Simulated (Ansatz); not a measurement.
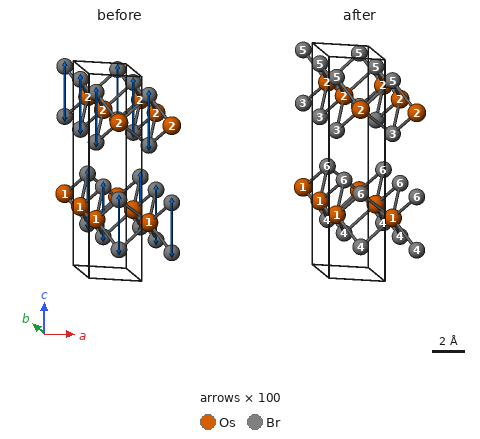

The structure of crystalline OsBr2 (built on the 2H molybdenite_194 type) (coarse preliminary run) before (left) and after (right) a relaxation, at one scale. The blue arrows give the displacements (the part carried along by the change of the cell is left out), magnified 100 times.

A ball-and-stick model of the cell of the calculation, repeated 2 × 3 × 1 with one cell outlined, seen slightly off an axis.

Case: 2H molybdenite type (P6_3/mmc, No. 194).

Level of theory: DFT PBE, scalar-relativistic, plane waves, PAW in Ansatz. Settings: plane-wave cutoff 420 eV; k-point mesh 6 × 6 × 2; occupations gaussian; smearing width 0.1 eV; collinear spin; cell and atoms relaxed; force threshold 0.04 eV/Å; at most 70 steps.

### Summarise the run.

The largest moves relative to the cell, 0.036 Å, are those of Br3, Br4, Br5 and Br6. Br5 goes along −c. Os stays in place. The volume changes by +22.0 %, with a = b 3.434 → 3.642 Å (+6.1 %), c 13.358 → 14.482 Å (+8.4 %). Near-neighbour distances that change, for instance: Os1–Br4 2.571 → 2.728 Å. The space group stays P6_3/mmc (No. 194). Over 4 accepted moves (6 points after the start) the energy falls by 0.602 eV per cell of the calculation. The largest force component goes from 0.81 to 0.0029 eV/Å. Pressure: 7.41 GPa at the start and 0.05 GPa at the end. The line search rejected the trial step at point 2 of the run. The SCF was repeated once at an unchanged geometry on a basis and grid sized afresh for the cell, which shifted the energy by 6.7 meV per cell of the calculation at most.
